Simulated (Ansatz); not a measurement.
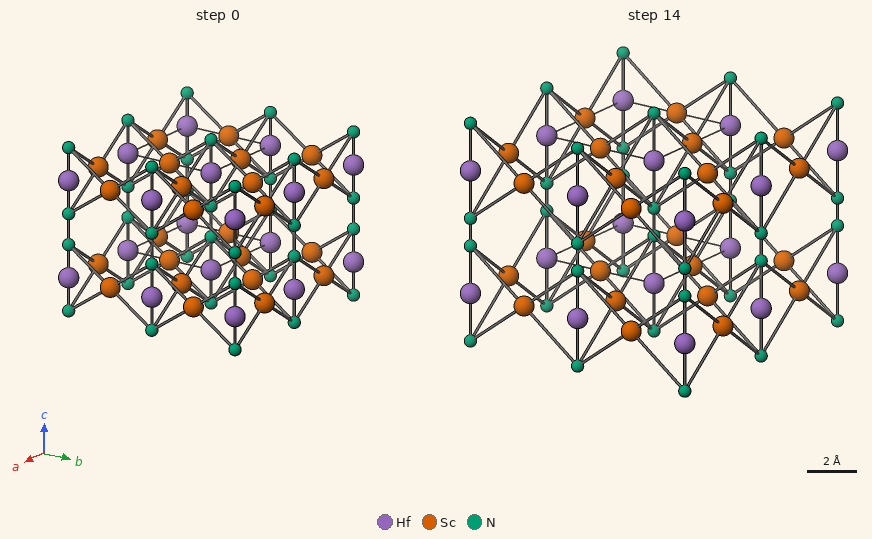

The structure of solid HfSc2N2 (a generated structure, set up in P4/mmm) (coarse preliminary run) before (left) and after (right) a relaxation, at one scale.

A ball-and-stick model of the cell of the calculation, repeated 2 × 2 × 1 with one cell outlined, seen from a free direction.

The calculation used DFT PBE, scalar-relativistic, plane waves, PAW (Ansatz 0.2.0).

The input:
```yaml
crystal:
  lattice:
    - [4.21582467, 0.0, 0.0]
    - [0.0, 4.21582467, 0.0]
    - [0.0, 0.0, 4.23999507]
  atoms:
    - { symbol: Hf, position: [0.0, 0.0, 0.0] }
    - { symbol: Sc, position: [0.5, 0.0, 0.0] }
    - { symbol: Sc, position: [0.0, 0.5, 0.0] }
    - { symbol: "N", position: [0.0, 0.0, 0.65921238] }
    - { symbol: "N", position: [0.0, 0.0, 0.34078762] }
basis:
  ecutwfc: 420
kpoints:
  mp_grid: { grid: [4, 4, 4] }
hamiltonian:
  xc: pbe
scf:
  occupations: { method: gaussian, width: 0.1 }
  lower_state_search: "off"
output:
  forces: true
  stress: true
  eigenvalues: true
relax:
  adjacent_minimum: "off"
  f_tol: 0.04
  max_steps: 70
  cell: { stress_tol: 0.4 }
```

Launched with:
```bash
ansatz run input.yaml --threads 1 --pin off --max-ram 2560MiB --backend cpu --events-out ev --progress --plain --runs-dir out
```

Question: Describe what moved and what it gained.

Answer: The energy falls by 23.515 eV per cell of the calculation in 12 accepted moves (14 points after the start). Largest force component: 27 eV/Å at the start, 0.00011 eV/Å at the end. The pressure goes from 130.81 to 0.15 GPa. At 2 points the geometry stayed and the basis and grid were re-selected for the new cell (energy shift of 1.069 eV per cell of the calculation at most each time). The largest moves relative to the cell, 0.25 Å, are those of N4 and N5. N5 goes along +c. Sc and Hf stay in place. The volume changes by +109.8 %, with a = b 4.216 → 5.432 Å (+28.8 %), c 4.240 → 5.358 Å (+26.4 %). Near-neighbour distances that change, for instance: Sc2–N4 2.556 → 3.419 Å, Sc2–Sc3 2.981 → 3.841 Å, Hf1–N4 1.445 → 2.076 Å, Hf1–Sc2 2.108 → 2.716 Å. The space group stays P4/mmm (No. 123). Cost: 65 s on 1 thread of Arm Neoverse V2, with other jobs on the host, peak memory 0.45 GiB.

Limits of the set-up: the k-point mesh is coarse for a cell with partly filled bands.
